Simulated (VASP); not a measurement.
Band structure of PbTe (rock salt). These are PBEsol GGA, VASP's PBE PAW potentials (set 64) (plane waves; VASP) values and carry that method's errors.

Unless said otherwise, spin-orbit coupling is left out, though it shifts the bands of the heavy elements here.

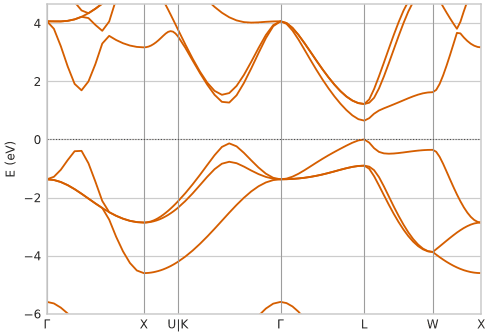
Fig. 1. Bands along high-symmetry lines, zero at the valence-band maximum or, without a gap, the Fermi level

Q: Read the plot: is there a gap, and where are the band edges?

A: The gap is direct, 0.65 eV, from the valence maximum at L to the conduction minimum at L. (Edges off the drawn lines would not show.)

The compound is PbTe in the rock salt structure. It was relaxed first.
